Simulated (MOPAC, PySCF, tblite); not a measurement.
Potential energy curve for SMILES C[SiH3]. The C1–Si5 bond (C1 also carries H, H, H; Si5 carries H, H, H) is pulled apart rigidly from the PBE0/def2-TZVP optimised geometry.

```
8

C      0.0000     0.0000     0.0000
H      0.8841    -0.5105    -0.3880
H      0.0000     1.0209    -0.3880
H     -0.8841    -0.5105    -0.3880
Si     0.0000     0.0000     1.8712
H     -0.0084    -1.3918     2.3978
H      1.2095     0.6887     2.3978
H     -1.2012     0.7032     2.3978
```

Computed with: UKS-LDA (SVWN5)/6-31G* = unrestricted LDA (SVWN5)/6-31G*, spherical d (PySCF 2.14.0); UKS-BLYP = unrestricted BLYP/cc-pVDZ run with PySCF 2.14.0; AM1, restricted, heats of formation (MOPAC); RCCSD(T) = CCSD(T) on RHF/cc-pVDZ, 6 core orbitals frozen in PySCF; GFN2-xTB, 300 K electronic temperature (tblite).

Energies are in mEh, each relative to the lowest point of its own curve near equilibrium.

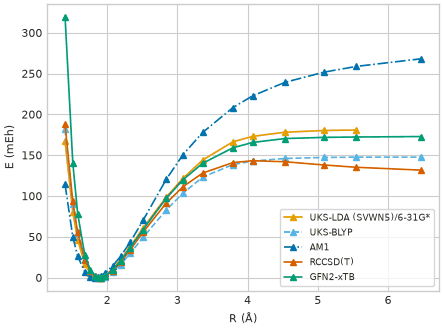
*Energy against bond length for each method.*

```tsv
R / Å	UKS-LDA (SVWN5)/6-31G*	UKS-BLYP	AM1	RCCSD(T)	GFN2-xTB
1.40	167.0	181.5	114.1	187.8	319.6
1.51	80.3	90.7	50.1	93.3	140.9
1.58	46.2	54.4	26.1	55.6	78.1
1.68	16.9	22.2	7.2	22.1	28.2
1.76	5.1	8.2	1.0	7.8	9.1
1.83	0.7	2.0	0.0	1.7	1.7
1.87	0.0	0.5	0.7	0.2	0.1
1.91	0.4	0.0	2.2	0.0	0.0
1.97	2.8	1.0	5.6	1.5	1.9
2.08	10.9	6.9	14.5	8.3	9.6
2.19	22.0	16.0	26.0	18.6	20.6
2.33	38.4	29.9	43.6	34.3	36.7
2.51	60.6	49.2	70.0	55.5	58.7
2.84	98.4	82.7	120.2	91.1	97.0
3.08	121.7	103.5	150.7	111.3	119.9
3.36	144.0	123.1	177.8	128.1	140.1
3.79	166.3	138.4	208.2	140.9	159.0
4.07	173.0	142.7	222.6	143.2	165.6
4.53	178.1	145.9	239.1	141.9	170.3
5.09	180.2	147.2	251.8	138.0	171.8
5.55	180.8	147.5	258.7	135.1	172.2
6.47	—	147.7	268.1	131.7	172.8
```

At the longest distance, 6.47 Å, AM1 lies highest above its minimum (268.1 mEh) and RCCSD(T) lowest (131.7 mEh).

The RCCSD(T) curve passes through a maximum at 4.07 Å and then falls by 11.5 mEh up to the last usable point.

A dash means that the run gave no value there, or that the column was ended at a point which the program doubted or which failed a test of continuity chosen for this set; such a test can also cut sound points.

The unrestricted solution behind UKS-LDA (SVWN5)/6-31G* changes between 5.55 and 6.47 Å, which can leave a kink. The unrestricted determinant behind UKS-LDA (SVWN5)/6-31G* is spin-contaminated at 3.79 to 5.55 Å (<S²> up to 1.0, against 0.00 for a pure singlet). The unrestricted determinant behind UKS-BLYP is spin-contaminated at 3.36 to 6.47 Å (<S²> up to 1.0, against 0.00 for a pure singlet). The restricted form behind AM1 keeps the bonding electrons paired and can't separate into open-shell fragments.
